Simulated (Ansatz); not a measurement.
# BH2 (boron dihydride) at 6 levels

Wanted: a comparison of 6 runs (U-r2SCAN0/6-311G**, UB3LYP/6-311G**, UBLYP/6-311G**, UPBE0/6-311G**, UBCCD(T)/3-21G, UCCSD/6-311G**) of BH2 (boron dihydride). 

The results are computed with Ansatz 0.2.0.

58 further runs of the same task are left out: 58 set aside as unsound or not needed.

**1. The structure to begin with**

The species is BH2 (3 atoms), meant as a doublet with charge 0. As SMILES, `[BH2]`. The H3–B1 distance was set to 2.319 Å, away from the relaxed value. At this shape a bond of the SMILES string is far longer than usual.

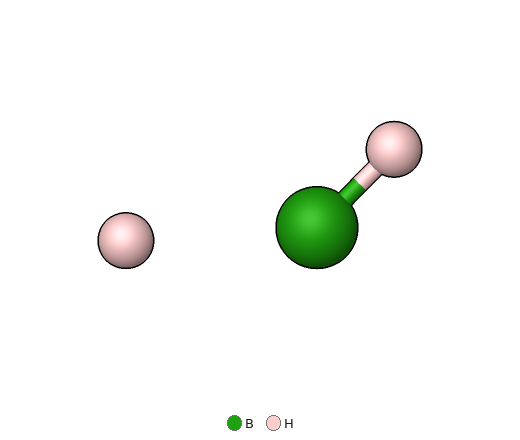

Viewed from a chosen angle; boron green, hydrogen pink.

**2. A single-point energy at U-r2SCAN0/6-311G(d,p) (run 1)**

The input, job.yaml:

```yaml
crystal:
  periodic: [false, false, false]
  atoms:
    - {symbol: B, position_ang: [1.068536, 0.486627, 0.646908]}
    - {symbol: H, position_ang: [1.085716, 1.638177, 0.779248]}
    - {symbol: H, position_ang: [-0.542860, -0.819090, -0.389630]}
basis:
  gaussian:
    orbitals: 6-311G_st__st_.json
magnetization:
  spin_polarized: true
  initial_magnetization: 1
accuracy: high
hamiltonian:
  xc: {name: r2SCAN0}
```

The basis set 6-311G** is read from a file made from the Basis Set Exchange's data (not shown).

Run with:

```bash
$ ansatz run job.yaml --threads 1 --pin off --max-ram 2610MiB --events-out events.jsonl --progress --plain --runs-dir runs
```

Output:

```text
Warning: RAYON_NUM_THREADS=1 ignored (pool sized by the plan → 1); use --threads N
Functional definition: r2SCAN0
  name "r2SCAN0"
  parameter a = 0.25
  parameter k0 = 0.174
  parameter k1 = 0.065
  parameter a1 = 4.9479
  exchange = (1 - a)*r2scan_x(k0 = k0, k1 = k1, a1 = a1) + a*exact_x
  correlation = r2scan_c
524 factors; integrals over basis functions are off by at most 3.2e-9 eV
mean field evaluation 1: about -701.1694 eV, gradient 4.9e0 eV
mean field evaluation 2: about -701.3805 eV, gradient 4.0e0 eV
mean field evaluation 4: about -701.6956 eV, gradient 1.0e0 eV
mean field evaluation 8: about -701.7801 eV, gradient 4.8e-2 eV
mean field evaluation 16: about -701.7802 eV, gradient 8.5e-5 eV
mean field evaluation 32: about -701.7771 eV, gradient 2.9e-1 eV
mean field -701.78024288 eV, -25.7899482420 hartree, gradient 8.3e-8 eV, S^2 1.019665; 4 other end points of the search recorded, 0 dependent functions left out
reference -701.78024444 eV, -25.7899482994 hartree; 4, 3 occupied and 26, 27 virtual orbitals, 524 factors
Total energy: -701.78024444 eV, -25.7899482994 hartree
```

Run time: 4.2 s. Hardware: 1 thread of Arm Neoverse V1, shared host; peak memory 0.13 GiB.

**3. A single-point energy at UB3LYP/6-311G(d,p) (run 2)**

The input, job.yaml:

```yaml
crystal:
  periodic: [false, false, false]
  atoms:
    - symbol: B
      position_ang: [1.068536, 0.486627, 0.646908]
    - symbol: H
      position_ang: [1.085716, 1.638177, 0.779248]
    - symbol: H
      position_ang: [-0.542860, -0.819090, -0.389630]
basis:
  gaussian:
    orbitals: 6-311G_st__st_.json
magnetization:
  spin_polarized: true
  initial_magnetization: 1
hamiltonian:
  xc: {name: B3LYP}
accuracy: high
```

The basis set 6-311G** is read from a file made from the Basis Set Exchange's data (not shown).

Run with:

```bash
$ ansatz run job.yaml --threads 1 --pin off --max-ram 2610MiB --events-out events.jsonl --progress --plain --runs-dir runs
```

Output:

```text
Warning: RAYON_NUM_THREADS=1 ignored (pool sized by the plan → 1); use --threads N
Functional definition: B3LYP
  name "B3LYP"
  parameter a0 = 0.2
  parameter ax = 0.72
  parameter ac = 0.81
  exchange = (1 - a0 - ax)*slater_x + ax*b88_x + a0*exact_x
  correlation = (1 - ac)*vwn_rpa_c + ac*lyp_c
524 factors; integrals over basis functions are off by at most 3.2e-9 eV
mean field evaluation 1: about -702.1909 eV, gradient 5.4e0 eV
mean field evaluation 2: about -702.3155 eV, gradient 4.3e0 eV
mean field evaluation 4: about -702.5987 eV, gradient 6.2e-1 eV
mean field evaluation 8: about -702.6242 eV, gradient 4.0e-2 eV
mean field evaluation 16: about -702.6243 eV, gradient 1.9e-5 eV
mean field -702.62430101 eV, -25.8209668063 hartree, gradient 1.0e-8 eV, S^2 0.881566; 1 other end points of the search recorded, 0 dependent functions left out
reference -702.62433219 eV, -25.8209679521 hartree; 4, 3 occupied and 26, 27 virtual orbitals, 524 factors
Total energy: -702.62433219 eV, -25.8209679521 hartree
```

Wall time 1.1 s (1 thread of Arm Neoverse V1, shared host); peak memory 0.091 GiB.

Runs 3 to 5 aren't shown in full; the table further down has their settings and results.

**4. A single-point energy at UCCSD/6-311G(d,p) (run 6)**

The input, input.yaml:

```yaml
crystal:
  periodic: [false, false, false]
  atoms:
    - symbol: B
      position_ang: [1.068536, 0.486627, 0.646908]
    - symbol: H
      position_ang: [1.085716, 1.638177, 0.779248]
    - symbol: H
      position_ang: [-0.542860, -0.819090, -0.389630]
basis:
  gaussian:
    orbitals: 6-311G_st__st_.json
magnetization:
  spin_polarized: true
  initial_magnetization: 1
correlation:
  method: ccsd
  frozen_orbitals: {B: 1, H: 0}
accuracy: high
scf:
  omitted_lower_state_checks: [cluster_reference, increment]
```

The basis set 6-311G** is read from a file made from the Basis Set Exchange's data (not shown).

Run with:

```bash
$ ansatz run input.yaml --threads 1 --pin off --max-ram 2610MiB --events-out events.jsonl --progress --plain --runs-dir runs
```

Output:

```text
Warning: RAYON_NUM_THREADS=1 ignored (pool sized by the plan → 1); use --threads N
[... 13 lines left out ...]
1 core orbitals not correlated: weight in the atoms' cores, before any rotation towards them, 1.000 or more for the frozen orbitals, at most 0.000 for the correlated occupied ones
[... 42 lines left out ...]
Total energy: -700.05963261 eV, -25.7267169810 hartree
Checks for a lower state left out: cluster_reference, increment
```

Wall time 0.64 s (1 thread of Arm Neoverse V1, shared host); peak memory 0.092 GiB.

**5. All runs side by side**

```
run               level  frozen core orbitals  energy (Eh)   ⟨S²⟩  wall time
  1  U-r2SCAN0/6-311G**                     –   -25.789948  1.020      4.2 s
  2     UB3LYP/6-311G**                     –   -25.820968  0.882      1.1 s
  3      UBLYP/6-311G**                     –   -25.801201  0.826      1.5 s
  4      UPBE0/6-311G**                     –   -25.766394  0.933        1 s
  5      UBCCD(T)/3-21G                     1   -25.544612  1.159     0.36 s
  6      UCCSD/6-311G**                     1   -25.726717  1.163     0.64 s
```

**6. Summary of results**

| quantity | value |
| --- | --- |
| run 6: total energy | -25.72672 Eh |
| run 6: correlation energy (1 core orbital frozen) | -85.3 mEh |
| run 6: ⟨S²⟩ of the reference determinant | 1.163 |
| run 6: T1 diagnostic | 0.075 |

What this shows: Totals of different functionals can't be ranked against each other. Spin contamination of the reference: run 6 ⟨S²⟩ = 1.16, run 5 ⟨S²⟩ = 1.16, run 1 ⟨S²⟩ = 1.02, run 4 ⟨S²⟩ = 0.93, run 2 ⟨S²⟩ = 0.88. All runs together took 8.8 s, the longest 4.2 s.
